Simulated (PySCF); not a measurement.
# CH8Si2 (SMILES [SiH3]C[SiH3]): levels of theory compared

Aim: a comparison of 4 runs (HF/STO-3G, HF/3-21G, B3LYP/6-31G*, SCS-MP2/def2-SVP) of CH8Si2. Input form: a Python script.

Program for the calculation: PySCF 2.14.0.

**1. The system as given**

CH8Si2: 11 atoms, total charge 0, spin state singlet. As SMILES, `[SiH3]C[SiH3]`. The shape is that of a PBE0-D4/def2-TZVP optimisation.

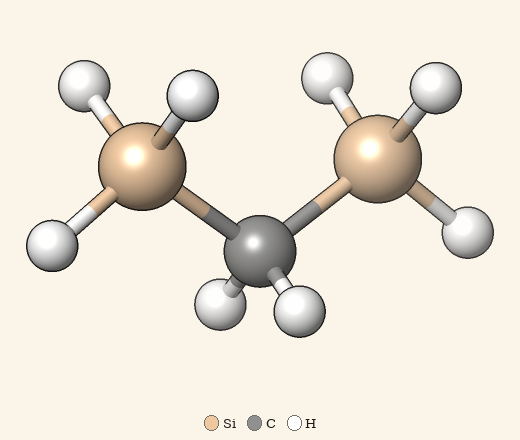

The structure, seen from a chosen angle (silicon light orange, carbon grey, hydrogen white).

**2. A single-point energy at HF/STO-3G (run 1)**

Input file run.py:

```python
from pyscf import gto, scf

mol = gto.Mole()
mol.atom = '''
Si    -2.190155     1.955337    -0.651313
C     -0.541104    -1.174351    -0.690865
Si     2.523125    -1.232744     1.076369
H     -4.602995     1.845884    -2.090963
H     -0.554654     3.928589    -1.805747
H     -2.766162     2.715177     1.992943
H     -1.802988    -2.603325     0.114763
H     -0.187914    -1.717440    -2.656520
H      2.098824    -0.575176     3.776164
H      4.312468     0.636309    -0.021921
H      3.711535    -3.778281     0.957071
'''
mol.basis = 'sto-3g'
mol.unit = 'bohr'
mol.verbose = 4
mol.max_memory = 1860
mol.spin = 0
mol.build()

mf = scf.RHF(mol)
mf.conv_tol = 1e-10
mf.kernel()
if not mf.converged:
    mf = mf.newton().run(mf.mo_coeff, mf.mo_occ)

e_tot = mf.e_tot
print('E = %.10f Eh' % e_tot)
```

On the command line:

```sh
OMP_NUM_THREADS=1 python run.py
```

The log of the run:

```text
PySCF version 2.14.0

[... 61 lines left out ...]
converged SCF energy = -613.2812855486
E = -613.2812855486 Eh
```

Run time: 1.3 s. Hardware: 1 thread of Intel Xeon at 2.70GHz, shared host; peak memory 0.1 GiB.

**3. A single-point energy at HF/3-21G (run 2)**

Input file run.py:

```python
# [SiH3]C[SiH3]
from pyscf import gto, scf

molecule = gto.M(
    atom=[
    ('Si', (-1.158980, 1.034720, -0.344660)),
    ('C', (-0.286340, -0.621440, -0.365590)),
    ('Si', (1.335180, -0.652340, 0.569590)),
    ('H', (-2.435800, 0.976800, -1.106490)),
    ('H', (-0.293510, 2.078920, -0.955560)),
    ('H', (-1.463790, 1.436810, 1.054620)),
    ('H', (-0.954100, -1.377620, 0.060730)),
    ('H', (-0.099440, -0.908830, -1.405770)),
    ('H', (1.110650, -0.304370, 1.998260)),
    ('H', (2.282060, 0.336720, -0.011600)),
    ('H', (1.964060, -1.999380, 0.506460)),
],
    spin=0,
    max_memory=1860,
    basis='3-21g',
    verbose=3,
    charge=0,
)

calc0 = scf.RHF(molecule)
calc0.conv_tol = 1e-10
calc0.kernel()
if not calc0.converged:
    calc0 = calc0.newton().run(calc0.mo_coeff, calc0.mo_occ)

energy = calc0.e_tot
print('E = %.10f Eh' % energy)
```

On the command line:

```sh
OMP_NUM_THREADS=1 python run.py
```

The log of the run:

```text
converged SCF energy = -617.077322429874
E = -617.0773224299 Eh
```

Run time: 1.7 s. Hardware: 1 thread of Intel Xeon at 2.70GHz, shared host; peak memory 0.11 GiB.

Run 3 isn't shown in full; the table further down has it.

**4. A single-point energy at SCS-MP2/def2-SVP (run 4)**

Input file run.py:

```python
from pyscf import gto, scf, mp

mol = gto.M(
    atom='''
Si  -1.158980   1.034720  -0.344660
C   -0.286340  -0.621440  -0.365590
Si   1.335180  -0.652340   0.569590
H   -2.435800   0.976800  -1.106490
H   -0.293510   2.078920  -0.955560
H   -1.463790   1.436810   1.054620
H   -0.954100  -1.377620   0.060730
H   -0.099440  -0.908830  -1.405770
H    1.110650  -0.304370   1.998260
H    2.282060   0.336720  -0.011600
H    1.964060  -1.999380   0.506460
''',
    charge=0,
    verbose=4,
    basis='def2-svp',
    max_memory=1860,
    spin=0,
)

mf = scf.RHF(mol)
mf.conv_tol = 1e-10
mf.kernel()
if not mf.converged:
    mf = mf.newton().run(mf.mo_coeff, mf.mo_occ)

pt = mp.MP2(mf, frozen=11).run()
etot = mf.e_tot + 1.2 * pt.e_corr_os + pt.e_corr_ss / 3
print('E = %.10f Eh' % etot)
```

On the command line:

```sh
OMP_NUM_THREADS=1 python run.py
```

The log of the run:

```text
PySCF version 2.14.0

[... 63 lines left out ...]
converged SCF energy = -620.179154562049
[... 1 line left out ...]
******** <class 'pyscf.mp.mp2.RMP2'> ********
nocc = 10, nmo = 79
frozen orbitals 11
E(RMP2) = -620.534887187872  E_corr = -0.355732625822933
E(SCS-RMP2) = -620.552409822779  E_corr = -0.373255260730251
E_corr(same-spin) = -0.0618737195276173
E_corr(oppo-spin) = -0.293858906295315
E = -620.5524098228 Eh
```

Run time: 3 s. Hardware: 1 thread of Intel Xeon at 2.70GHz, shared host; peak memory 0.2 GiB.

**5. All runs side by side**

```
run                               level  integration grid  frozen core orbitals  energy (Eh)  dipole moment (D) of the reference  HOMO energy (eV)  LUMO energy (eV)  wall time
  1                           HF/STO-3G                 –                     –  -613.281286                                0.34             -9.71             12.98      1.3 s
  2                            HF/3-21G                 –                     –  -617.077322                                0.79            -11.73              4.23      1.7 s
  3  B3LYP/6-31G* (spherical functions)                 5                     –  -621.900708                                0.88             -8.45              0.58       19 s
  4                    SCS-MP2/def2-SVP                 –                    11  -620.552410                                0.85            -11.89              3.84        3 s
```

**6. Outcome**

```
                                           quantity          value
                                run 4: total energy  -620.55241 Eh
        run 4: dipole moment (Hartree–Fock density)         0.85 D
         run 4: HOMO energy (Hartree–Fock orbitals)      -11.89 eV
         run 4: LUMO energy (Hartree–Fock orbitals)        3.84 eV
       run 4: HOMO–LUMO gap (Hartree–Fock orbitals)       15.73 eV
run 4: correlation energy (11 core orbitals frozen)     -373.3 mEh
```

**Reading.** Over runs 1, 2, 3 the dipole moment (its size) runs from 0.34 D (HF/STO-3G) to 0.88 D (B3LYP/6-31G*). The two ends differ in method and basis. Over runs 1, 2, 3 the HOMO–LUMO gap runs from 9.04 eV (B3LYP/6-31G*) to 22.69 eV (HF/STO-3G). In run 1 the basis is minimal, so the values are rough. All runs together took 25 s, the longest 19 s.
